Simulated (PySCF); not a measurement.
System: CH₆ClSi₂ (doublet).

```xyz
10

C    -0.0490    0.5946   -0.3021
Si    1.7059   -0.0379   -0.1943
Si   -1.6280   -0.1702    0.3406
Cl   -0.2385    2.1126   -1.1087
H     1.6986   -1.3513    0.5154
H     2.2753   -0.2069   -1.5662
H     2.5569    0.9366    0.5549
H    -2.2887    0.7566    1.3098
H    -1.2944   -1.4578    1.0186
H    -2.5727   -0.4246   -0.7900
```

Geometry: PBE0-D3(BJ)/def2-SVP.

Computed with PySCF 2.14.0, density-fitted response routines, UKS B3LYP, IGLO-III on C Cl Si, pcH-1 on H, non-relativistic, mean-field spin-orbit, GIAO.

### Predict the electron density, electron localisation function and spin density between the atoms.

C–Cl (1.73 Å): ρ is about 1.5 e/Å³ halfway, with its minimum of 1.3 e/Å³ about 0.6 Å from C; the ELF peaks at about 0.85 between the atoms: a covalent bond.
C–Si (1.87 Å): the density is about 1 e/Å³ at the midpoint; the ELF peaks at about 0.95 between the atoms, as expected for a shared electron pair.
Si–H (1.49 Å): ρ at the midpoint is about 0.83 e/Å³; the ELF climbs to about 1 towards the hydrogen, as it does in any bond to H.
The unpaired spin (1 electron) lies mostly on C1 (about 0.6) and Cl4 (about 0.2), in electrons by Hirshfeld's partition.

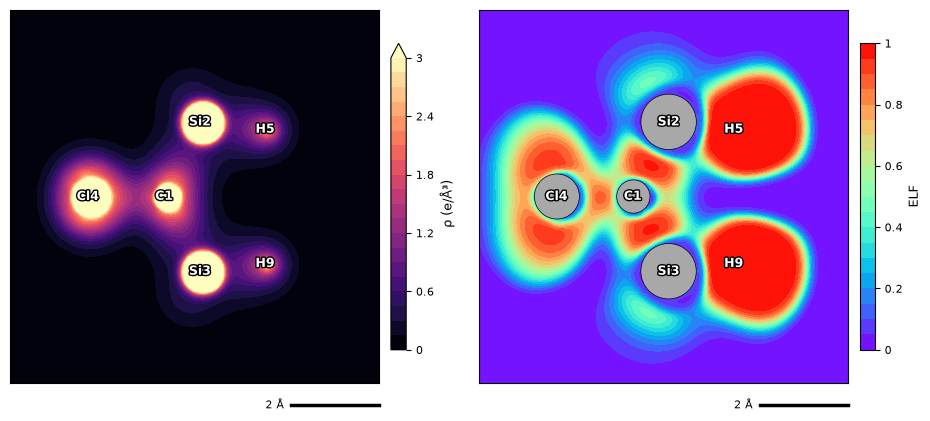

Computed electron density and electron localisation function on the plane of atoms C1, Si2 and H5, in this order. Grey discs cover the atomic cores in the ELF map. 
